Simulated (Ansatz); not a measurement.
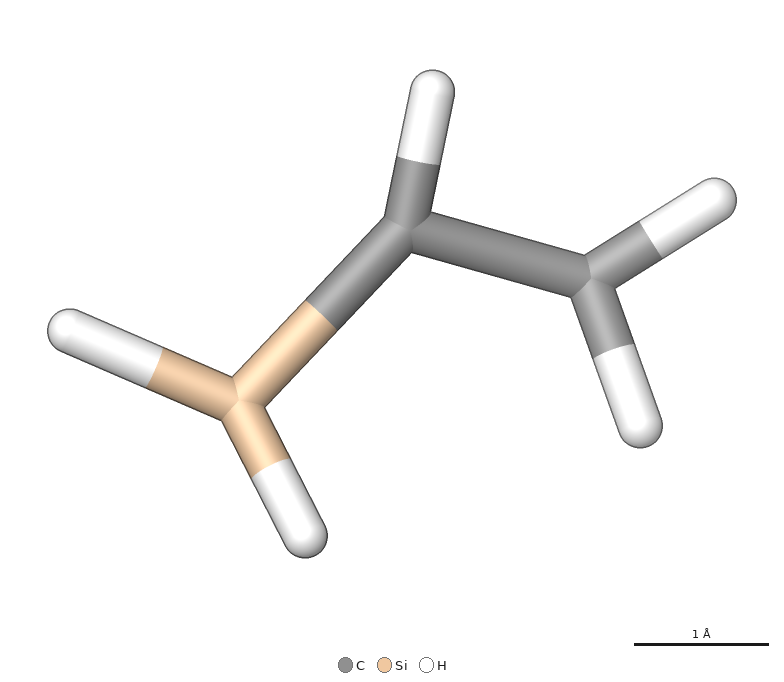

The picture shows the input geometry.

Ansatz 0.2.0 input:

```yaml
crystal:
  periodic: [false, false, false]
  atoms:
    - {symbol: C, position_ang: [-0.908200, 0.803500, -0.642000]}
    - {symbol: C, position_ang: [0.288500, 0.566100, 0.208600]}
    - {symbol: Si, position_ang: [0.740600, -1.158800, 0.547100]}
    - {symbol: H, position_ang: [-1.243100, 0.000800, -1.431400]}
    - {symbol: H, position_ang: [-1.273000, 1.747800, -1.104200]}
    - {symbol: H, position_ang: [0.483400, 1.567800, 0.385100]}
    - {symbol: H, position_ang: [1.662500, -1.217500, 1.560900]}
    - {symbol: H, position_ang: [0.408600, -1.813500, -0.311600]}
basis:
  gaussian: {orbitals: def2-TZVPP}
total_charge: 1
hamiltonian: {xc: {name: B3LYP}, dispersion: d4}
output: {forces: true}
```

What the program printed:

```
Functional definition: B3LYP
  name "B3LYP"
  cite "Stephens, Devlin, Chabalowski & Frisch, J. Phys. Chem. 98, 11623 (1994) doi:10.1021/j100096a001"
  cite "Becke, Phys. Rev. A 38, 3098 (1988) doi:10.1103/PhysRevA.38.3098"
  cite "Lee, Yang & Parr, Phys. Rev. B 37, 785 (1988) doi:10.1103/PhysRevB.37.785"
  cite "Vosko, Wilk & Nusair, Can. J. Phys. 58, 1200 (1980) doi:10.1139/p80-159"
  parameter a0 = 0.2
  parameter ax = 0.72
  parameter ac = 0.81
  exchange = (1 - a0 - ax)*slater_x + ax*b88_x + a0*exact_x
  correlation = (1 - ac)*vwn_rpa_c + ac*lyp_c
946 factors; their error is unknown
mean field evaluation 1: about -10010.4282 eV, gradient 6.7e1 eV
mean field evaluation 2: about -9978.4062 eV, gradient 1.1e2 eV
mean field evaluation 4: about -10021.0093 eV, gradient 2.0e1 eV
mean field evaluation 8: about -10022.0099 eV, gradient 1.5e-1 eV
mean field evaluation 16: about -10022.0128 eV, gradient 4.0e-4 eV
mean field -10022.01284988 eV, -368.3021790686 hartree, gradient 1.3e-5 eV, S^2 0.000000; 0 other end points of the search recorded, 0 dependent functions left out
the calculation of the forces begins
reference -10022.01308892 eV, -368.3021878532 hartree; 15, 15 occupied and 159, 159 virtual orbitals, 946 factors
Total energy: -10022.19877763 eV, -368.3090117876 hartree
Atom 0 at    -0.908200     0.803500    -0.642000 Å, force     2.891543    -3.045458    -2.380077 eV/Å
Atom 1 at     0.288500     0.566100     0.208600 Å, force    -5.339753    -0.267450    -3.318151 eV/Å
Atom 2 at     0.740600    -1.158800     0.547100 Å, force     2.996029    11.237371     8.637776 eV/Å
Atom 3 at    -1.243100     0.000800    -1.431400 Å, force     0.144733     0.824398     2.229698 eV/Å
Atom 4 at    -1.273000     1.747800    -1.104200 Å, force     0.403825    -0.087129     1.544177 eV/Å
Atom 5 at     0.483400     1.567800     0.385100 Å, force     1.799861     1.335794     2.002536 eV/Å
Atom 6 at     1.662500    -1.217500     1.560900 Å, force     1.459592    -0.940465     1.653916 eV/Å
Atom 7 at     0.408600    -1.813500    -0.311600 Å, force    -4.355831    -9.057060   -10.369874 eV/Å
Dipole moment:     0.032340    -0.320252     0.008222 e Å
```
